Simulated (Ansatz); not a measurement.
**C₄H₁₃BO: small, medium and large basis sets**

Aim: see how fast density functionals converge with the basis set for C₄H₁₃BO.

Program: Ansatz 0.2.0, Gaussian basis. Level of theory: one geometry, several basis sets. These are calculated values, not measurements.

Plan: PBE0-D4/def2-SVP; ωB97M-V/def2-SVP; PBE0-D4/def2-QZVPP; ωB97M-V/def2-QZVPP; the functionals' def2-TZVPP values are taken from earlier runs.

1 further run of the same task is left out (it didn't finish). Runs told in other sessions of the task aren't counted.

### 1 The geometry

An earlier PBE0-D4 in a triple-zeta def2 set relaxation fixed the geometry.

SMILES `C[BH-](C)[O+](C)C`, 19 atoms, charge 0, spin multiplicity 1.

Atoms are counted from 1 here; the program's logs count them from 0.

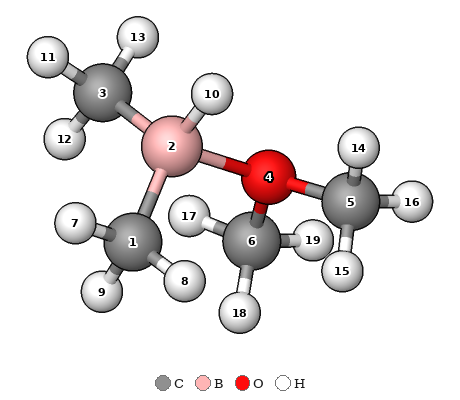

The structure; carbon grey, boron pink, oxygen red, hydrogen white; atoms are numbered from 1 in the order of the file.

### 2 PBE0-D4 in def2-SVP

The input, in.yaml:

```yaml
crystal:
  periodic: [false, false, false]
  atoms:
    - {symbol: C, position_ang: [-0.286441, -1.725109, -0.347849]}
    - {symbol: B, position_ang: [0.730542, -0.492747, -0.438520]}
    - {symbol: C, position_ang: [1.923549, -0.467986, 0.622074]}
    - {symbol: O, position_ang: [-0.184258, 0.925547, -0.107383]}
    - {symbol: C, position_ang: [-1.066202, 1.321525, -1.149580]}
    - {symbol: C, position_ang: [-0.793577, 0.999318, 1.175383]}
    - {symbol: H, position_ang: [0.253403, -2.629020, -0.651612]}
    - {symbol: H, position_ang: [-1.152528, -1.657492, -1.015799]}
    - {symbol: H, position_ang: [-0.658005, -1.923207, 0.665108]}
    - {symbol: H, position_ang: [1.074479, -0.211172, -1.569641]}
    - {symbol: H, position_ang: [2.665229, -1.212703, 0.312010]}
    - {symbol: H, position_ang: [1.635521, -0.741665, 1.644706]}
    - {symbol: H, position_ang: [2.450733, 0.490955, 0.661771]}
    - {symbol: H, position_ang: [-0.502270, 1.260559, -2.076365]}
    - {symbol: H, position_ang: [-1.930864, 0.653591, -1.194792]}
    - {symbol: H, position_ang: [-1.394218, 2.346865, -0.965312]}
    - {symbol: H, position_ang: [-0.042807, 0.705953, 1.903850]}
    - {symbol: H, position_ang: [-1.652149, 0.324653, 1.230659]}
    - {symbol: H, position_ang: [-1.111839, 2.027834, 1.357589]}
basis:
  gaussian: {orbitals: def2-SVP}
hamiltonian: {xc: pbe0, dispersion: d4}
output: {orbitals: {seedname: orbitals}}
```

Command:

```console
$ ansatz run in.yaml --threads 4 --pin off --events-out ev --progress --plain --max-ram 11315MiB
```

Standard output:

```text
Functional definition: PBE0
  name "PBE0"
  cite "Adamo & Barone, J. Chem. Phys. 110, 6158 (1999) doi:10.1063/1.478522"
  cite "Perdew, Burke & Ernzerhof, Phys. Rev. Lett. 77, 3865 (1996) doi:10.1103/PhysRevLett.77.3865"
  parent pbe
  parameter a = 0.25
  parameter kappa = 0.804
  parameter beta = 0.06672455060314922
  exchange = (1 - a)*pbe_x(kappa = kappa, mu = beta*pi^2/3) + a*exact_x
  correlation = pbe_c(beta = beta)
1683 factors; their error is unknown
mean field evaluation 1: about -7059.4499 eV, gradient 6.3e1 eV
mean field evaluation 2: about -7057.7571 eV, gradient 6.6e1 eV
mean field evaluation 4: about -7069.4208 eV, gradient 2.4e0 eV
mean field evaluation 8: about -7069.4369 eV, gradient 3.3e-2 eV
mean field evaluation 16: about -7069.4239 eV, gradient 2.3e-5 eV
mean field -7069.42394652 eV, -259.7965382070 hartree, gradient 2.3e-5 eV, S^2 0.000000; 0 other end points of the search recorded, 0 dependent functions left out
reference -7069.42397650 eV, -259.7965393088 hartree; 25, 25 occupied and 124, 124 virtual orbitals, 1683 factors
Total energy: -7069.75378991 eV, -259.8086597279 hartree
```

Run time: 2.9 s. Hardware: 4 threads of Arm Neoverse V1, shared host; peak memory 0.38 GiB.

### 3 ωB97M-V in def2-SVP

Changes to in.yaml since step 2:

```diff
@@ -24,3 +24,3 @@
   gaussian: {orbitals: def2-SVP}
-hamiltonian: {xc: pbe0, dispersion: d4}
+hamiltonian: {xc: {name: wB97M-V}}
 output: {orbitals: {seedname: orbitals}}
```

Same command.

Standard output, shortened:

```text
Functional definition: wB97M-V
  name "wB97M-V"
  cite "Mardirossian & Head-Gordon, J. Chem. Phys. 144, 214110 (2016) doi:10.1063/1.4952647"
  cite "Becke, J. Chem. Phys. 107, 8554 (1997) doi:10.1063/1.475007"
  cite "Vydrov & Van Voorhis, J. Chem. Phys. 133, 244103 (2010) doi:10.1063/1.3521275"
  # Of w^i u^j: cxij and so on, Table III.
[...]
  gx(w, u) = 1 - cx + cx01*u + cx10*w
  gss(w, u) = css00 + css04*u^4 + css10*w + css20*w^2 + css43*w^4*u^3
  gos(w, u) = cos00 + cos10*w + (cos20 + cos21*u)*w^2 + (cos60 + cos61*u)*w^6
[...]
      + integral(e_c_pw_mod_opposite_spin*gos(b97_w_opposite, b97_u_opposite)) + vv10(b, c)
1683 factors; their error is unknown
448 factors; integrals over basis functions are off by at most 7.3e-6 eV
[...]
mean field -7073.77291921 eV, -259.9563600054 hartree, gradient 5.1e-5 eV, S^2 0.000000; 0 other end points of the search recorded, 0 dependent functions left out
reference -7073.77296731 eV, -259.9563617732 hartree; 25, 25 occupied and 124, 124 virtual orbitals, 1683 factors
Total energy: -7073.77296731 eV, -259.9563617732 hartree
```

Wall time 11 s (4 threads of Arm Neoverse V1, shared host); peak memory 0.53 GiB.

### 4 PBE0-D4 in def2-QZVPP

Changes to in.yaml since step 3:

```diff
@@ -23,4 +23,4 @@
 basis:
-  gaussian: {orbitals: def2-SVP}
-hamiltonian: {xc: {name: wB97M-V}}
+  gaussian: {orbitals: "def2-QZVPP.json"}
+hamiltonian: {xc: pbe0, dispersion: d4}
 output: {orbitals: {seedname: orbitals}}
```

Same command.

Standard output:

```text
Functional definition: PBE0
  name "PBE0"
  cite "Adamo & Barone, J. Chem. Phys. 110, 6158 (1999) doi:10.1063/1.478522"
  cite "Perdew, Burke & Ernzerhof, Phys. Rev. Lett. 77, 3865 (1996) doi:10.1103/PhysRevLett.77.3865"
  parent pbe
  parameter a = 0.25
  parameter kappa = 0.804
  parameter beta = 0.06672455060314922
  exchange = (1 - a)*pbe_x(kappa = kappa, mu = beta*pi^2/3) + a*exact_x
  correlation = pbe_c(beta = beta)
1897 factors; their error is unknown
mean field evaluation 1: about -7062.8153 eV, gradient 8.1e1 eV
mean field evaluation 2: about -7055.9480 eV, gradient 9.1e1 eV
mean field evaluation 4: about -7077.6555 eV, gradient 6.6e0 eV
mean field evaluation 8: about -7077.7312 eV, gradient 4.2e-1 eV
mean field evaluation 16: about -7077.7253 eV, gradient 3.3e-4 eV
mean field -7077.72528099 eV, -260.1016066217 hartree, gradient 6.4e-5 eV, S^2 0.000000; 0 other end points of the search recorded, 0 dependent functions left out
reference -7077.72532848 eV, -260.1016083673 hartree; 25, 25 occupied and 707, 707 virtual orbitals, 1897 factors
Total energy: -7078.05514189 eV, -260.1137287864 hartree
```

Run time: 30 s. Hardware: 4 threads of Arm Neoverse V1, shared host; peak memory 3.4 GiB.

### 5 ωB97M-V in def2-QZVPP

Changes to in.yaml since step 4:

```diff
@@ -24,3 +24,3 @@
   gaussian: {orbitals: "def2-QZVPP.json"}
-hamiltonian: {xc: pbe0, dispersion: d4}
+hamiltonian: {xc: {name: wB97M-V}}
 output: {orbitals: {seedname: orbitals}}
```

Same command.

Standard output, shortened:

```text
Functional definition: wB97M-V
  name "wB97M-V"
  cite "Mardirossian & Head-Gordon, J. Chem. Phys. 144, 214110 (2016) doi:10.1063/1.4952647"
  cite "Becke, J. Chem. Phys. 107, 8554 (1997) doi:10.1063/1.475007"
  cite "Vydrov & Van Voorhis, J. Chem. Phys. 133, 244103 (2010) doi:10.1063/1.3521275"
  # Of w^i u^j: cxij and so on, Table III.
[...]
  gx(w, u) = 1 - cx + cx01*u + cx10*w
  gss(w, u) = css00 + css04*u^4 + css10*w + css20*w^2 + css43*w^4*u^3
  gos(w, u) = cos00 + cos10*w + (cos20 + cos21*u)*w^2 + (cos60 + cos61*u)*w^6
[...]
      + integral(e_c_pw_mod_opposite_spin*gos(b97_w_opposite, b97_u_opposite)) + vv10(b, c)
1897 factors; their error is unknown
594 factors; integrals over basis functions are off by at most 6.5e-6 eV
[...]
mean field -7082.54225408 eV, -260.2786271178 hartree, gradient 3.3e-5 eV, S^2 0.000000; 0 other end points of the search recorded, 0 dependent functions left out
reference -7082.54232920 eV, -260.2786298784 hartree; 25, 25 occupied and 707, 707 virtual orbitals, 1897 factors
Total energy: -7082.54232920 eV, -260.2786298784 hartree
```

Wall time 57 s (4 threads of Arm Neoverse V1, shared host); peak memory 4.2 GiB.

### 6 Density functionals: the series

The def2-TZVPP values come from earlier runs at the same geometry.

```
functional       basis  functions  energy (eV)  from the largest (eV)  HOMO (eV)  LUMO (eV)
   PBE0-D4    def2-SVP        149   -7069.7538                  8.301      -7.37       1.40
   PBE0-D4  def2-TZVPP        368   -7077.6431                  0.412      -7.51       0.88
   PBE0-D4  def2-QZVPP        732   -7078.0551                  0.000      -7.53       0.44
   ωB97M-V    def2-SVP        149   -7073.7730                  8.769      -9.66       3.06
   ωB97M-V  def2-TZVPP        368   -7082.1383                  0.404      -9.84       2.27
   ωB97M-V  def2-QZVPP        732   -7082.5423                  0.000      -9.84       1.53
```

### 7 What came out

| quantity | value |
| --- | --- |
| PBE0-D4: double and triple zeta above quadruple | 8.30, 0.41 eV |
| ωB97M-V: double and triple zeta above quadruple | 8.77, 0.40 eV |

PBE0-D4 gains 7.89 eV from double to triple zeta, then 0.41 eV more. Total energies overstate the basis error of differences, where much of it tends to cancel. The LUMO of ωB97M-V is positive and keeps falling with the basis (3.06 to 1.53 eV): an unbound level that the basis holds in place.

For PBE0-D4 the largest set took about 10 times as long as the smallest (30 s against 2.9 s).
